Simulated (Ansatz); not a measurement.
```xyz
6

F    -0.9087   -1.5280    0.9868
C    -0.1345   -0.9758    0.0230
Al    0.1751    0.9441   -0.0844
H     0.2560   -1.7717   -0.6362
H     1.1109    1.4253   -1.2909
H    -0.4987    1.9060    1.0017
```

Computed with Ansatz, UKS PBE/6-31G*.

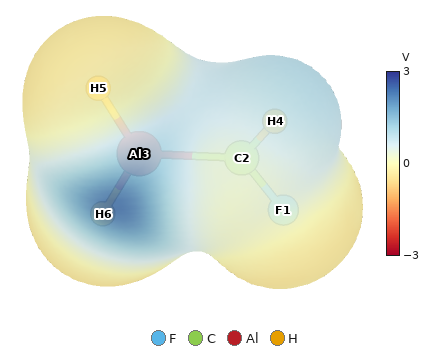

CH$_{3}$AlF (doublet). The molecular electrostatic potential painted on the density surface at 0.002 e/bohr³, seen at a tilt; red is negative and blue positive.

Describe the electrostatic potential map.

Answer. The most negative region (about −0.5 V) lies over F1, the most positive (about +2.4 V) over Al3.
